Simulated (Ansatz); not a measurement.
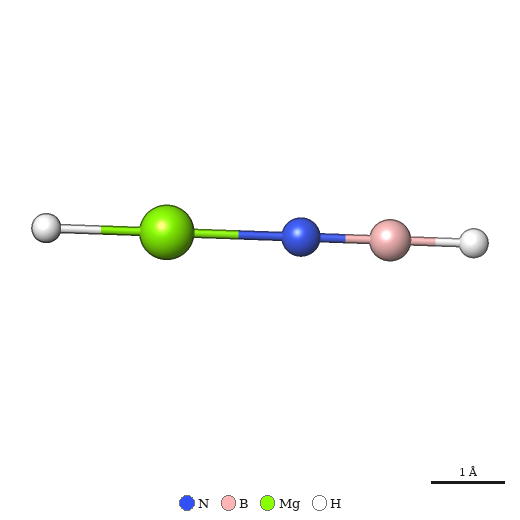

The picture shows a molecular structure as a ball-and-stick model. Every bond is drawn as one stick, whatever its order.

Count the atoms of each element.

BH2MgN, 5 atoms: 1 boron, 2 hydrogen, 1 magnesium and 1 nitrogen.

How many sets of symmetry-equivalent atoms are there?

5: 1 N, 1 B, 1 Mg, 1 H, 1 H.

What is the point group of this geometry?

C∞v.

How many bonds of each kind are drawn?

1 B–N, 1 Mg–N, 1 B–H, 1 Mg–H. Sticks follow a distance rule.

The parts below concern this one geometry. Atoms keep their numbers from picture to picture. The computed structure is the end point of a PBE0-D4/def2-TZVP optimisation. No frequency run is at hand to confirm it as a minimum.

Shape

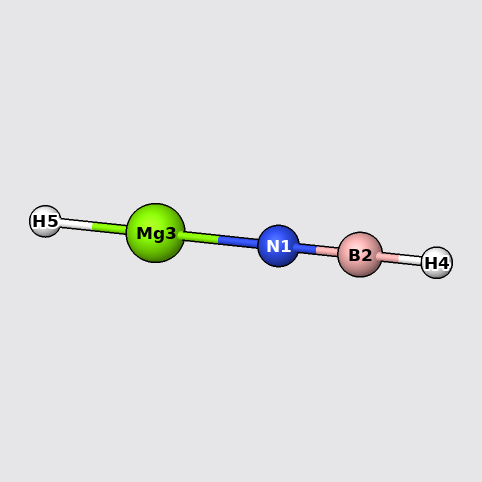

No frequency run is at hand to confirm it as a minimum.

Which atoms are bonded, and how long are the bonds?

```csv
bond,length (Å)
N1–B2,1.253
N1–Mg3,1.886
B2–H4,1.175
Mg3–H5,1.693
```

Electronic properties

No frequency run is at hand to confirm it as a minimum. Method: RKS PBE0-D4/def2-TZVPP (Ansatz 0.2.0).

What does the calculation give?

- HOMO energy (Kohn–Sham orbital): −7.77 eV
- LUMO energy (Kohn–Sham orbital): −0.43 eV
- HOMO–LUMO gap: 7.34 eV

Dipole moment

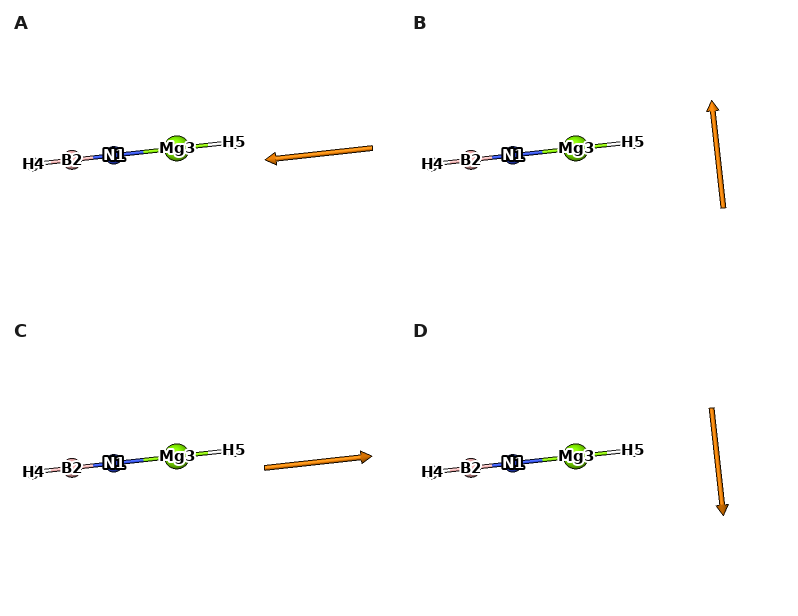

The same molecule four times, each with an arrow. No frequency run is at hand to confirm it as a minimum. Properties computed with RKS PBE0-D4/def2-TZVP (Ansatz 0.2.0).

Which arrow points along the dipole moment, from the negative to the positive end?

A. The dipole moment is 0.35 D; it points from the side of H5 to the side of H4 (the outermost atoms at the two ends).

Charges

The questions are on Mulliken charges. No frequency run is at hand to confirm it as a minimum. Level of theory: RKS PBE0-D4/def2-TZVP (Ansatz 0.2.0).

List the Mulliken charges.

| atom | value (e) |
| --- | --- |
| N1 | −0.33 |
| B2 | −0.19 |
| Mg3 | 0.57 |
| H4 | 0.07 |
| H5 | −0.12 |

Mulliken values depend strongly on the basis set and can even reverse the polarity of a bond.
